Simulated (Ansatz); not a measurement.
Take GaN in the wurtzite structure (space group P6_3mc, No. 186; a = 3.183 Å, c = 5.185 Å) as the base. Axes: x lies along a and z along c of the hexagonal cell.

It is then changed as follows: the cell is compressed by 3.00 % along z with no lateral relaxation, atoms relaxed at fixed cell.

All numbers come from PBEsol in Ansatz (plane waves to 420 eV, PAW, no spin-orbit coupling).

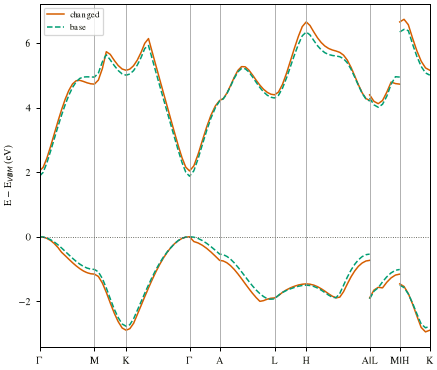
Figure. Highest valence and lowest conduction band along the path, each from its own valence-band maximum

Task: Read the changed gap and its character from the plot.

Result: About 2.0 eV, direct at Γ.

The cells carry an imposed strain or load. Stability against distortions was not tested.

Ansatz is a first-principles code.
